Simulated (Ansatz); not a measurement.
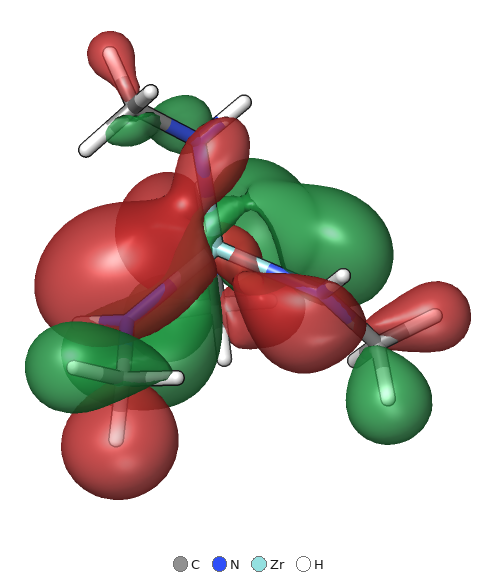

Figure. C₄H₁₆N₄Zr. The HOMO at ±0.05 Å⁻³ᐟ² (green and red are the two phases), seen at an oblique angle.

Geometry: PBE0-D4/def2-TZVP; core potentials replace the inner electrons of Zr.

Level of theory: RKS PBE0-D4/def2-TZVPP in Ansatz 0.2.0.

Input file:

```
crystal:
  periodic: [false, false, false]
  atoms:
    - {symbol: C, position_ang: [-2.226464, -1.651554, 1.253178]}
    - {symbol: N, position_ang: [-1.832991, -0.463093, 0.529677]}
    - {symbol: Zr, position_ang: [0.023758, 0.357856, 0.212193]}
    - {symbol: N, position_ang: [1.354202, -0.121436, 1.698162]}
    - {symbol: C, position_ang: [1.718604, -1.484660, 2.017613]}
    - {symbol: N, position_ang: [-0.159140, 2.387072, 0.033567]}
    - {symbol: C, position_ang: [0.284697, 3.347555, -0.952722]}
    - {symbol: N, position_ang: [0.794080, -0.369082, -1.542643]}
    - {symbol: C, position_ang: [0.155975, -0.928662, -2.713584]}
    - {symbol: H, position_ang: [-2.867441, -1.431905, 2.117261]}
    - {symbol: H, position_ang: [-1.342340, -2.165310, 1.643226]}
    - {symbol: H, position_ang: [-2.759357, -2.373767, 0.620645]}
    - {symbol: H, position_ang: [-2.645935, 0.028620, 0.177398]}
    - {symbol: H, position_ang: [1.831021, 0.539931, 2.295096]}
    - {symbol: H, position_ang: [1.416477, -1.784169, 3.030120]}
    - {symbol: H, position_ang: [2.796754, -1.669655, 1.922772]}
    - {symbol: H, position_ang: [1.226687, -2.179284, 1.325501]}
    - {symbol: H, position_ang: [-0.707834, 2.843651, 0.755818]}
    - {symbol: H, position_ang: [0.848324, 2.833447, -1.734508]}
    - {symbol: H, position_ang: [0.943858, 4.114904, -0.525940]}
    - {symbol: H, position_ang: [-0.549720, 3.866130, -1.443050]}
    - {symbol: H, position_ang: [1.802515, -0.448661, -1.610224]}
    - {symbol: H, position_ang: [0.412395, -1.984422, -2.874092]}
    - {symbol: H, position_ang: [-0.930411, -0.879038, -2.603122]}
    - {symbol: H, position_ang: [0.412287, -0.384434, -3.632321]}
basis:
  gaussian: {orbitals: def2-TZVPP}
hamiltonian: {xc: pbe0, dispersion: d4}
output: {orbitals: {seedname: orbitals}}
```

Command:

```sh
ansatz run in.yaml --threads 4 --pin off --events-out ev --progress --plain --max-ram 66560MiB --backend cuda --devices 0, --max-vram 37GiB
```

Describe this orbital and give its energy.

It lies mainly on N8 (about 35 %), N4 (about 15 %), N2 (about 15 %) and Zr3 (about 10 %). Its energy is −6.04 eV.
